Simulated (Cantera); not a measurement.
Charge: 1 mol Si3N4, 0.031 mol N2O, 9.6 mol H2, at 540 Pa.

These are equilibrium values from Cantera (NASA tables, ideal gas, pure condensed phases), not measurements of a reactor. Candidate condensed phases: H2O, Si, SiO2, Si2N2O, Si3N4; 35 gas species. Mutual solubility and eutectic melting of coexisting phases are not modelled. The tables' values for SiN are old estimates; treat these amounts as uncertain. Gases not in the tables: Si2H6 and higher silanes. Equilibrium is a limit: real reactors are often held back by kinetics, nucleation or transport.

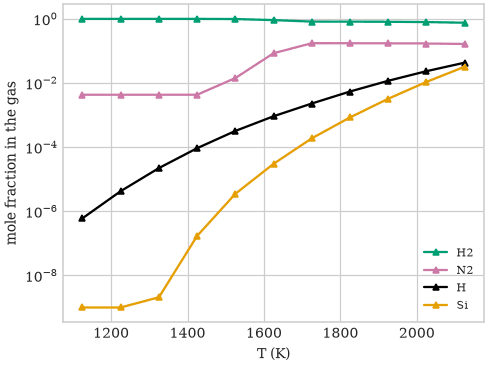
Fig. 1. Equilibrium gas composition (values under 1e-9 drawn at 1e-9)

Q: Read off the mole fractions at 1725 K.

A: H2 about 0.82, N2 about 0.17, H about 0.0023, Si about 0.00019.
